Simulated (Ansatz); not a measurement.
# Run report: AlSiH5O3, geometry relaxation (part 1 of 2)

The run: geometry relaxation of AlSiH5O3. Method and program: RKS PBE/STO-3G (Ansatz 0.2.0).

It belongs to a series of runs on one base structure; here: start relaxed.

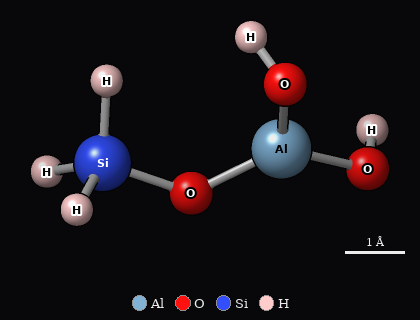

Fig. 1: The input geometry (ball-and-stick view, seen at a tilt). Sticks mark near contacts.

## Summary

- outcome: converged
- total energy: −20428.4400 eV
- mean-field energy: −20428.4400 eV
- largest force (length of the vector) at the end: 0.019 eV/Å
- hardware: 1 thread of Arm Neoverse V1, 24 GiB of memory available, shared host
- wall time: 61 s
- peak memory: 0.12 GiB

## Input
```yaml
crystal:
  periodic: [false, false, false]
  atoms:
    - { symbol: Al, position_ang: [0.0, 0.0, 0.0] }
    - { symbol: O, position_ang: [0.0, 0.0, 1.78] }
    - { symbol: Si, position_ang: [-1.3147, -0.4067, 2.7436] }
    - { symbol: H, position_ang: [-2.239, -1.2403, 1.9804] }
    - { symbol: H, position_ang: [-0.8506, -1.1432, 3.9157] }
    - { symbol: H, position_ang: [-1.9987, 0.8095, 3.1733] }
    - { symbol: O, position_ang: [1.5415, 0.0, -0.89] }
    - { symbol: H, position_ang: [1.8414, -0.9519, -1.0449] }
    - { symbol: O, position_ang: [-1.5415, 0.0, -0.89] }
    - { symbol: H, position_ang: [-2.0512, -0.8467, -0.6815] }
basis:
  gaussian: { orbitals: STO-3G }
hamiltonian:
  xc: pbe
relax:
  f_tol: 0.02
  max_steps: 40
output:
  orbitals: {}
```

Launch command:
```bash
ansatz run input.yaml --threads 1 --pin off --max-ram 2048MiB --backend cpu --events-out ev --progress --plain --runs-dir out
```

## Output
```
The last accepted step is kept in [file] (removed where the run ends without a failure and the disk answers)
Engine: ansatz 0.2.0, aarch64-unknown-linux-gnu
Functional definition: PBE
  parameter kappa = 0.804
  parameter beta = 0.06672455060314922
  exchange = pbe_x(kappa = kappa, mu = beta*pi^2/3)
  correlation = pbe_c(beta = beta)
513 factors; integrals over basis functions are off by at most 1.9e-5 eV
mean field evaluation 1: about -20420.6903 eV, gradient 4.5e1 eV
mean field evaluation 2: about -20398.0540 eV, gradient 9.9e1 eV
mean field evaluation 4: about -20427.3141 eV, gradient 1.0e1 eV
mean field evaluation 8: about -20427.5603 eV, gradient 2.9e-1 eV
mean field -20427.56063660 eV, -750.6990070970 hartree, gradient 4.7e-5 eV, S^2 0.000000; 0 other end points of the search recorded, 0 dependent functions left out
the calculation of the forces begins
reference -20427.56065996 eV, -750.6990079556 hartree; 28, 28 occupied and 10, 10 virtual orbitals, 513 factors
relax step   1: F+E_penalty+E_count = -20427.56063660 eV  Δ(F+E_penalty+E_count) = +0.000e0 eV  max|allowed force component| = 2.198e0 eV/Å  Δτ_max = 0.0000 Å  (23 SCF iters, accepted)
these checks for a lower state are left out or cut short: starts, cluster_reference, orbital_swaps, neighbouring_geometries, increment
513 factors; integrals over basis functions are off by at most 2.4e-5 eV
mean field evaluation 16: about -20427.6197 eV, gradient 6.8e0 eV
mean field -20427.91689253 eV, -750.7120992612 hartree, gradient 1.1e-5 eV, S^2 0.000000; 0 other end points of the search recorded, 0 dependent functions left out
[... from here on the field's lines of each further geometry are left out, up to the last ...]
relax step   2: F+E_penalty+E_count = -20427.91689253 eV  Δ(F+E_penalty+E_count) = -3.563e-1 eV  max|allowed force component| = 1.250e0 eV/Å  Δτ_max = 0.1944 Å  (27 SCF iters, accepted)
relax step   3: F+E_penalty+E_count = -20427.99340722 eV  Δ(F+E_penalty+E_count) = -7.651e-2 eV  max|allowed force component| = 1.279e0 eV/Å  Δτ_max = 0.1949 Å  (32 SCF iters, accepted)
relax step   4: F+E_penalty+E_count = -20428.05228884 eV  Δ(F+E_penalty+E_count) = -5.888e-2 eV  max|allowed force component| = 1.512e0 eV/Å  Δτ_max = 0.1947 Å  (33 SCF iters, accepted)
relax step   5: F+E_penalty+E_count = -20428.17813346 eV  Δ(F+E_penalty+E_count) = -1.258e-1 eV  max|allowed force component| = 3.844e-1 eV/Å  Δτ_max = 0.1999 Å  (33 SCF iters, accepted)
relax step   6: F+E_penalty+E_count = -20428.23720650 eV  Δ(F+E_penalty+E_count) = -5.907e-2 eV  max|allowed force component| = 5.675e-1 eV/Å  Δτ_max = 0.2000 Å  (33 SCF iters, accepted)
relax step   7: F+E_penalty+E_count = -20428.23452254 eV  Δ(F+E_penalty+E_count) = +2.684e-3 eV  max|allowed force component| = 1.742e0 eV/Å  Δτ_max = 0.1963 Å  (33 SCF iters, rejected (line search))
relax step   8: F+E_penalty+E_count = -20428.28848005 eV  Δ(F+E_penalty+E_count) = -5.127e-2 eV  max|allowed force component| = 4.904e-1 eV/Å  Δτ_max = 0.0982 Å  (26 SCF iters, accepted)
relax step   9: F+E_penalty+E_count = -20428.33318638 eV  Δ(F+E_penalty+E_count) = -4.471e-2 eV  max|allowed force component| = 4.932e-1 eV/Å  Δτ_max = 0.1000 Å  (27 SCF iters, accepted)
relax step  10: F+E_penalty+E_count = -20428.36816838 eV  Δ(F+E_penalty+E_count) = -3.498e-2 eV  max|allowed force component| = 1.206e0 eV/Å  Δτ_max = 0.1462 Å  (33 SCF iters, accepted)
relax step  11: F+E_penalty+E_count = -20428.42555783 eV  Δ(F+E_penalty+E_count) = -5.739e-2 eV  max|allowed force component| = 1.446e-1 eV/Å  Δτ_max = 0.2000 Å  (33 SCF iters, accepted)
relax step  12: F+E_penalty+E_count = -20428.42884388 eV  Δ(F+E_penalty+E_count) = -3.286e-3 eV  max|allowed force component| = 2.259e-1 eV/Å  Δτ_max = 0.1999 Å  (26 SCF iters, accepted)
relax step  13: F+E_penalty+E_count = -20428.43438999 eV  Δ(F+E_penalty+E_count) = -5.546e-3 eV  max|allowed force component| = 1.784e-1 eV/Å  Δτ_max = 0.0437 Å  (26 SCF iters, accepted)
relax step  14: F+E_penalty+E_count = -20428.43794206 eV  Δ(F+E_penalty+E_count) = -3.552e-3 eV  max|allowed force component| = 1.127e-1 eV/Å  Δτ_max = 0.1158 Å  (26 SCF iters, accepted)
relax step  15: F+E_penalty+E_count = -20428.43881253 eV  Δ(F+E_penalty+E_count) = -8.705e-4 eV  max|allowed force component| = 2.943e-2 eV/Å  Δτ_max = 0.0356 Å  (26 SCF iters, accepted)
relax step  16: F+E_penalty+E_count = -20428.43904121 eV  Δ(F+E_penalty+E_count) = -2.287e-4 eV  max|allowed force component| = 4.498e-2 eV/Å  Δτ_max = 0.0477 Å  (26 SCF iters, accepted)
relax step  17: F+E_penalty+E_count = -20428.43920783 eV  Δ(F+E_penalty+E_count) = -1.666e-4 eV  max|allowed force component| = 2.742e-2 eV/Å  Δτ_max = 0.0280 Å  (27 SCF iters, accepted)
relax step  18: F+E_penalty+E_count = -20428.43938458 eV  Δ(F+E_penalty+E_count) = -1.767e-4 eV  max|allowed force component| = 1.677e-2 eV/Å  Δτ_max = 0.0190 Å  (26 SCF iters, accepted)
relax step  19: F+E_penalty+E_count = -20428.43963923 eV  Δ(F+E_penalty+E_count) = -2.547e-4 eV  max|allowed force component| = 2.705e-2 eV/Å  Δτ_max = 0.0518 Å  (26 SCF iters, accepted)
relax step  20: F+E_penalty+E_count = -20428.43974567 eV  Δ(F+E_penalty+E_count) = -1.064e-4 eV  max|allowed force component| = 4.280e-2 eV/Å  Δτ_max = 0.0578 Å  (27 SCF iters, accepted)
relax step  21: F+E_penalty+E_count = -20428.43983819 eV  Δ(F+E_penalty+E_count) = -9.251e-5 eV  max|allowed force component| = 2.793e-2 eV/Å  Δτ_max = 0.0020 Å  (21 SCF iters, accepted)
relax step  22: F+E_penalty+E_count = -20428.43984238 eV  Δ(F+E_penalty+E_count) = -4.196e-6 eV  max|allowed force component| = 2.569e-2 eV/Å  Δτ_max = 0.0020 Å  (21 SCF iters, accepted)
relax step  23: F+E_penalty+E_count = -20428.43983842 eV  Δ(F+E_penalty+E_count) = +3.963e-6 eV  max|allowed force component| = 2.621e-2 eV/Å  Δτ_max = 0.0016 Å  (21 SCF iters, rejected (line search))
relax step  24: F+E_penalty+E_count = -20428.43987890 eV  Δ(F+E_penalty+E_count) = -3.652e-5 eV  max|allowed force component| = 3.922e-3 eV/Å  Δτ_max = 0.0008 Å  (18 SCF iters, accepted)
relax step  25: F+E_penalty+E_count = -20428.43994524 eV  Δ(F+E_penalty+E_count) = -6.634e-5 eV  max|allowed force component| = 1.088e-2 eV/Å  Δτ_max = 0.0307 Å  (26 SCF iters, accepted)
the calculation of the forces begins
reference -20428.43999582 eV, -750.7313229523 hartree; 28, 28 occupied and 10, 10 virtual orbitals, 515 factors
relax step  26: F+E_penalty+E_count = -20428.43997306 eV  Δ(F+E_penalty+E_count) = -2.782e-5 eV  max|allowed force component| = 1.639e-2 eV/Å  Δτ_max = 0.0420 Å  (25 SCF iters, accepted)
515 factors; integrals over basis functions are off by at most 5.6e-5 eV
mean field evaluation 192: about -20428.4984 eV, gradient 1.2e-1 eV
```

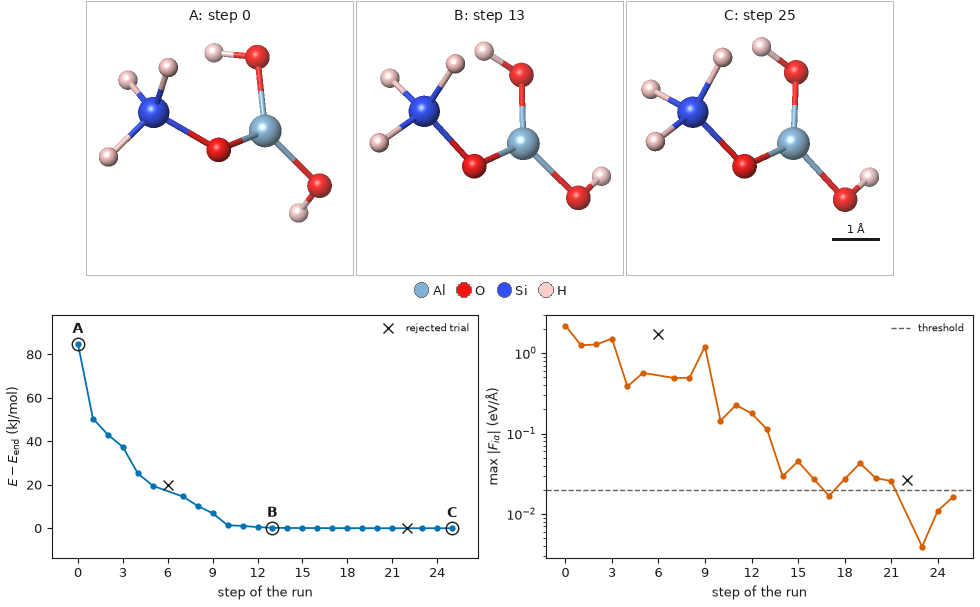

Fig. 2: Frames of the relaxation (ball-and-stick view, seen at a tilt) above the curves, on which the letters mark them (the first geometry is step 0 here and step 1 in the log).

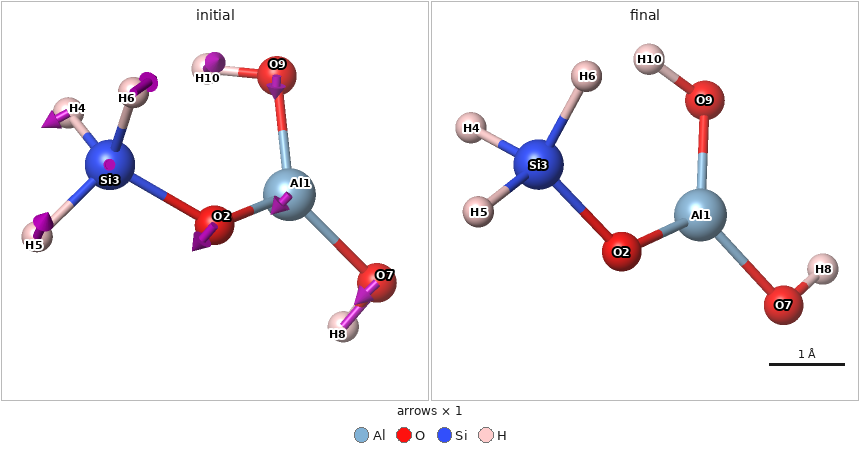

Fig. 3: Before (left) and after (right) the relaxation, at one scale (ball-and-stick view, seen at a tilt). The pink arrows give the displacements, at true length. After 25 geometry steps the energy has fallen by 84.8 kJ/mol. The largest force component goes from 2.2 to 0.016 eV/Å. The line search rejected the trial steps at points 6, 22 (counted from 0) and went back. H8 moves most after the best rigid fit: 1.02 Å. Largest moves by element: H 1.02 Å, O 0.52 Å, Al 0.38 Å, Si 0.13 Å. Among the contacts that change: Al1–O2 1.780 → 1.717 Å, Al1–O9 1.780 → 1.730 Å, O2–Si3 1.680 → 1.708 Å, O7–H8 1.010 → 1.035 Å. Among the angles that change: Al1–O2–Si3 125.0° → 116.6°, O2–Al1–O9 120.0° → 127.8°, Al1–O7–H8 109.5° → 102.3°. (Atoms are counted from 1 in the order of the input.)

```
mean field -20428.43997306 eV, -750.7313221162 hartree, gradient 1.9e-5 eV, S^2 0.000000; 1 other end points of the search recorded, 0 dependent functions left out
the calculation of the forces begins
reference -20428.43999582 eV, -750.7313229523 hartree; 28, 28 occupied and 10, 10 virtual orbitals, 515 factors
Total energy: -20428.43999582 eV, -750.7313229523 hartree
Atom 0 at     0.137226    -0.328024     0.144860 Å, force    -0.001548     0.001315    -0.004376 eV/Å
Atom 1 at     0.167453    -0.489680     1.853893 Å, force     0.001587    -0.001450     0.001485 eV/Å
Atom 2 at    -1.344742    -0.500169     2.647406 Å, force    -0.013144     0.002222     0.006959 eV/Å
Atom 3 at    -2.228809    -1.585522     2.206588 Å, force     0.009130     0.014440     0.007309 eV/Å
Atom 4 at    -1.087847    -0.678320     4.071343 Å, force    -0.003630    -0.000135    -0.013135 eV/Å
Atom 5 at    -2.099354     0.746483     2.475957 Å, force     0.006871    -0.016389     0.000290 eV/Å
Atom 6 at     1.690389    -0.302881    -0.597597 Å, force    -0.004330     0.000051     0.001463 eV/Å
Atom 7 at     1.453675    -0.204509    -1.600137 Å, force    -0.000966     0.000186     0.000464 eV/Å
Atom 8 at    -1.248274    -0.195010    -0.882494 Å, force    -0.008958    -0.001398     0.008809 eV/Å
Atom 9 at    -2.052517    -0.241668    -0.233218 Å, force     0.014990     0.001160    -0.009267 eV/Å
Dipole moment:    -0.266245     0.013120    -0.075768 e Å
```

## Trajectory as extended XYZ (Å, eV, eV/Å), 21 of the 26 frames kept, from step=1 to step=26
```
10
Properties=species:S:1:pos:R:3:forces:R:3 step=1 energy=-20427.56064
Al    0.0000    0.0000    0.0000   -0.4228  -1.3330   0.7769
O     0.0000    0.0000    1.7800    1.2322   0.2602  -2.1979
Si   -1.3147   -0.4067    2.7436   -0.2945   0.0919  -0.4950
H    -2.2390   -1.2403    1.9804   -0.3601  -0.1515   0.2164
H    -0.8506   -1.1432    3.9157   -0.0014   0.0068   0.0241
H    -1.9987    0.8095    3.1733   -0.2022  -0.0290   0.1713
O     1.5415    0.0000   -0.8900   -1.1453   1.8277   0.7802
H     1.8414   -0.9519   -1.0449   -0.1691  -1.1113   0.1256
O    -1.5415    0.0000   -0.8900    1.6716   1.3406  -0.1310
H    -2.0512   -0.8467   -0.6815   -0.3083  -0.9026   0.7294
10
Properties=species:S:1:pos:R:3:forces:R:3 step=2 energy=-20427.91689
Al    0.0041   -0.1943    0.0030   -0.0328   0.4110   0.2015
O     0.0412   -0.0227    1.7392    0.5142  -0.0575  -1.2499
Si   -1.3061   -0.3886    2.6931   -0.4103  -0.2534   0.1232
H    -2.2827   -1.2478    2.0096   -0.0443   0.0559   0.0756
H    -0.8543   -1.1143    3.8814    0.0071   0.0395  -0.0562
H    -2.0087    0.8082    3.1629    0.0351  -0.0013  -0.0879
O     1.5275    0.0648   -0.8527   -0.8175   0.1584   0.5939
H     1.8550   -0.8915   -1.0484    0.0471  -0.2078  -0.0501
O    -1.4935   -0.0019   -0.9039    0.6585  -0.3845   0.2555
H    -2.0953   -0.7912   -0.5976    0.0428   0.2397   0.1944
10
Properties=species:S:1:pos:R:3:forces:R:3 step=3 energy=-20427.99341
Al    0.0171   -0.2103   -0.0038    0.1078   0.5154  -0.0723
O     0.0602   -0.0320    1.7138    0.1469  -0.1377  -0.6414
Si   -1.3091   -0.3985    2.6515   -0.2548  -0.1522   0.2480
H    -2.3077   -1.2522    1.9901    0.0554   0.0589  -0.0101
H    -0.8624   -1.1149    3.8468   -0.0075   0.0189  -0.0624
H    -2.0103    0.8014    3.1165    0.0605   0.0063  -0.1112
O     1.5386    0.0905   -0.8318   -0.5616  -0.2552   0.3875
H     1.8581   -0.8728   -1.0466    0.0296   0.1206  -0.0618
O    -1.4614   -0.0643   -0.9315   -0.4523  -1.2789   0.9055
H    -2.1359   -0.7262   -0.4184    0.8759   1.1039  -0.5817
10
Properties=species:S:1:pos:R:3:forces:R:3 step=5 energy=-20428.17813
Al    0.0664   -0.2245    0.0146   -0.3844   0.0159   0.0912
O     0.1103   -0.2147    1.7271   -0.0440   0.0255   0.0319
Si   -1.3304   -0.4146    2.6228    0.1125  -0.0429  -0.0880
H    -2.3656   -1.1835    1.9177   -0.0244  -0.0024   0.0610
H    -1.0080   -1.1263    3.8576   -0.0134   0.0254  -0.0393
H    -1.9304    0.8708    2.9834    0.0058   0.0107  -0.0129
O     1.5398    0.1809   -0.7889    0.1659  -0.1662   0.0105
H     1.8398   -0.7146   -1.2151   -0.0801   0.1571  -0.0780
O    -1.4122   -0.3619   -0.8783    0.0966  -0.0707   0.1671
H    -2.1225   -0.5911   -0.1544    0.1655   0.0475  -0.1436
10
Properties=species:S:1:pos:R:3:forces:R:3 step=6 energy=-20428.23721
Al    0.0865   -0.2226    0.0504    0.0305   0.0115   0.1212
O     0.1041   -0.2306    1.7620   -0.0255   0.0488   0.0011
Si   -1.3468   -0.4158    2.6392    0.0478   0.0080   0.0203
H    -2.3942   -1.1931    1.9620    0.0220   0.0261  -0.0214
H    -1.0355   -1.1091    3.8855    0.0082   0.0199  -0.0135
H    -1.9331    0.8826    2.9798   -0.0113  -0.0147  -0.0241
O     1.5840    0.1563   -0.7230    0.2620  -0.5675  -0.1722
H     1.7277   -0.6550   -1.3696   -0.1914   0.5593   0.1813
O    -1.3332   -0.4211   -0.9010    0.0377  -0.0140  -0.1747
H    -2.0723   -0.5709   -0.1988   -0.1801  -0.0774   0.0820
10
Properties=species:S:1:pos:R:3:forces:R:3 step=7 energy=-20428.23452 accepted=F
Al    0.1100   -0.2328    0.0864   -0.0010   0.0016   0.0403
O     0.1019   -0.2348    1.7960    0.0499   0.0488   0.0200
Si   -1.3583   -0.4122    2.6532    0.0054   0.0489   0.0170
H    -2.4025   -1.1887    1.9714    0.0279   0.0088  -0.0303
H    -1.0571   -1.0957    3.9062   -0.0083   0.0144   0.0152
H    -1.9439    0.8927    2.9705   -0.0139  -0.0235   0.0002
O     1.6379    0.1053   -0.6513    0.1548  -1.6418  -1.7156
H     1.6192   -0.5778   -1.5138   -0.0861   1.6393   1.7423
O    -1.2777   -0.4595   -0.9098   -0.0913  -0.0403  -0.0347
H    -2.0424   -0.5759   -0.2223   -0.0375  -0.0563  -0.0544
```
